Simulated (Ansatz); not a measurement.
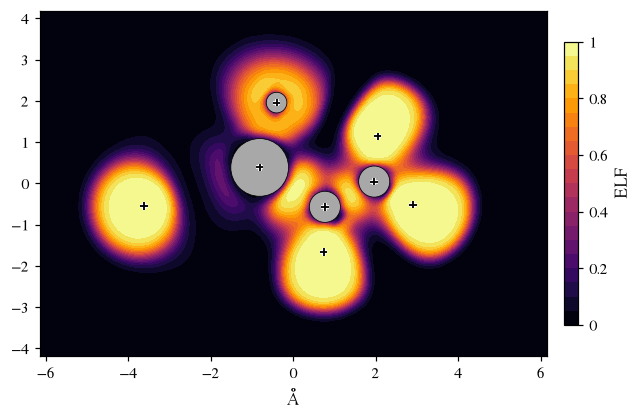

The electron localisation function on a plane through atoms (crosses mark nuclei in the plane; grey discs cover the cores).

Method: RKS PBE0-D4/def2-TZVP in Ansatz.

Candidates:
A. C10H18O3Si
B. C3H11NSn
C. C4H6F2Si

**Which system is this?**

Candidate C: C4H6F2Si on the plane of atoms C2, C3 and H6, which holds Si, C, H and F. C–C (1.34 Å): the ELF peaks at about 0.90 between the atoms: a short, multiple covalent bond. Si–F (1.62 Å): the ELF peaks at about 0.85 in the valence shell of F, 0.6 Å from its nucleus, and is about 0.55 at the midpoint.
